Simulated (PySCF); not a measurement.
**SF (charge −1): density, localisation and related maps**

```xyz
2

S     0.0000    0.0000   -0.6489
F     0.0000    0.0000    1.0921
```

All numbers below come from PBE0/aug-cc-pVDZ(-PP), non-relativistic Hamiltonian with scalar-relativistic core potentials where named, at a bond length of 1.741 Å (PySCF 2.14.0).

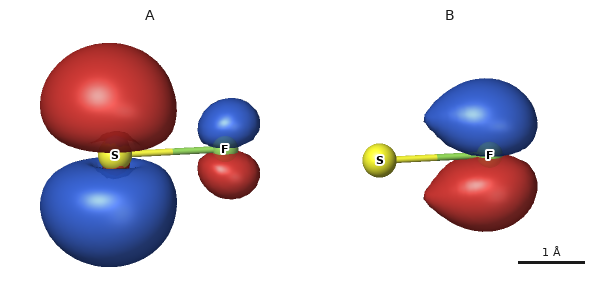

Figure 1. Two frontier orbitals, each drawn at the value that holds 80 % of its norm (red and blue are the two phases), in no order; of a degenerate pair one member is drawn.

> Name the orbitals and rank them from lowest to highest energy.

Orbital B: π, occupied, −5.69 eV; mainly on F (85 %).
Orbital A: π, occupied, −0.09 eV; mainly on S (90 %).

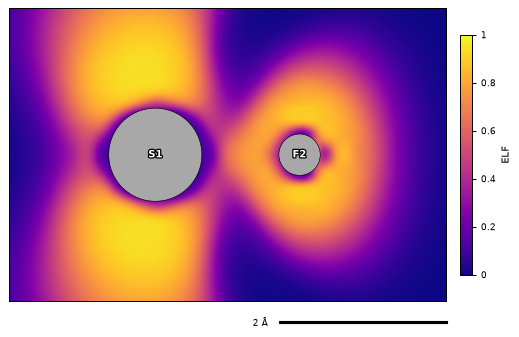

Figure 2. ELF on a plane that holds the molecular axis. Grey discs cover the atomic cores.

> What do the fields say about this system?

Atoms in the plane: S and F.
S–F (1.74 Å): the ELF peaks at about 0.80 in the valence shell of F, 0.5 Å from its nucleus, and is about 0.60 at the midpoint.
The ELF also peaks beside S1 and F2, away from the bonds: lone-pair regions.
